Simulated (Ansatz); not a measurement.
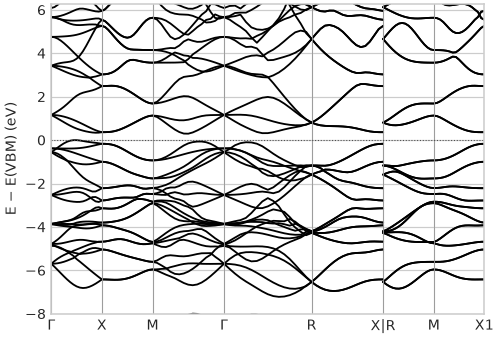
Band structure from r²SCAN (plane waves, PAW; program Ansatz)

The gap is 0.29 eV; an edge lies off the plotted path or next to a special point (maximum on the Γ–X line, 47 % of the way from Γ, minimum off the standard path).

The material is SiRu in space group P2_13 (No. 198; Si on 4a, Ru on 4a).

Symmetry was held in the r²SCAN relaxation. No spin polarisation was allowed. Scalar-relativistic: spin–orbit coupling is off unless named, which matters more the heavier the elements.

Potentials: the earlier of the program's two PAW sets.
